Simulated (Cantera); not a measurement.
Feed: 1 mol Pb, a varied amount of O₂, 11 mol N₂, held at 1573 K and 1.80 bar.

Method: chemical equilibrium by Gibbs-energy minimisation in Cantera with the NASA 1993 tables (ideal gas, pure condensed phases). Candidate condensed phases: Pb, PbO, PbO₂, Pb₃O₄; 12 gas species. Each liquid is taken as pure. Mutual solubility and eutectic melting of coexisting phases are not modelled. Gases not in the tables: (PbO)n polymers. Kinetics and transport are ignored.

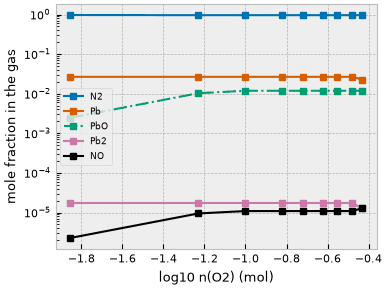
Figure: Equilibrium gas composition (values under 1e-9 drawn at 1e-9)

From 0.014 mol O₂ to 0.059 mol O₂ the condensed part is Pb(l). From 0.1 mol O₂ to 0.33 mol O₂ the condensed part is Pb(l) + PbO(l). At 0.37 mol O₂ the condensed part is PbO(l).
